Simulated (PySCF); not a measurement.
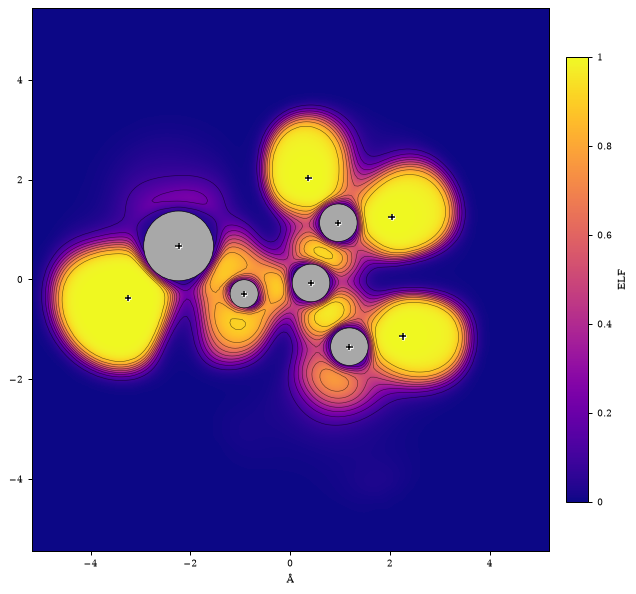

The ELF on a plane through atoms (crosses mark nuclei in the plane; grey discs cover the cores).

These are results of PySCF 2.14.0, CAM-B3LYP/def2-SVPD, SCF density, gas phase, not measurements.

Candidates:
A. C$_{5}$H$_{11}$BO (SMILES C=CCCBOC)
B. C$_{3}$H$_{10}$O$_{2}$Si$_{2}$ (SMILES C=C(C[SiH3])O[SiH2]O)

> Which candidate gave the map?

Candidate B: C$_{3}$H$_{10}$O$_{2}$Si$_{2}$ on the plane of atoms C1, C2 and O5, which holds C, O, Si and H. C–C (1.33 Å): the ELF peaks at about 0.95 between the atoms; a multiple bond. C–O (1.36 Å): the ELF peaks at about 0.90 between the atoms: a shared but strongly polarised pair.
